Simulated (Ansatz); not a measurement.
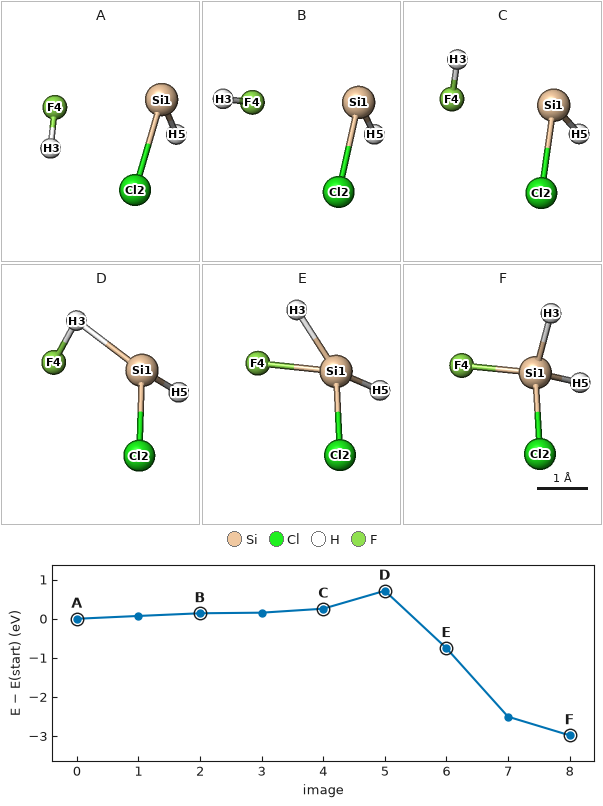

A nudged-elastic-band calculation for SiH2ClF, made up of SiHCl and HF. Images are numbered from 0 (start) to 8 (end). Frames A to F are images 0, 2, 4, 5, 6, 8. The picture is a ball-and-stick view, seen from a free direction.

These are results of RKS CAM-B3LYP-D4/def2-SVP (Ansatz 0.2.0), not measurements. Settings: 7 movable images; climbing image.

### Describe the mechanism and the energy profile.

Forward barrier 0.72 eV, backward barrier 3.69 eV, with image 5 at the top; the reaction energy is −2.98 eV. Breaking: H3–F4 (0.94 → 1.16 at the top → 2.48 Å). Forming: Si1–F4 (2.26 → 1.93 at the top → 1.59 Å), Si1–H3 (2.46 → 1.66 at the top → 1.48 Å). The band converged in 12 iterations. The largest component of the band force went from 5 to 0.038 eV/Å. The climbing image converged on the top of the path. Its curvatures weren't checked. The largest force component is 0.18 eV/Å at the start and 0.76 eV/Å at the end; an end with forces this large is no minimum, and the barrier measured from it can be far off.

Limits of the set-up: the start holds two separate molecules, 2.3 Å apart at their closest, whose relative position is a soft coordinate.

The run took roughly 2.5 core-minutes on a shared host.
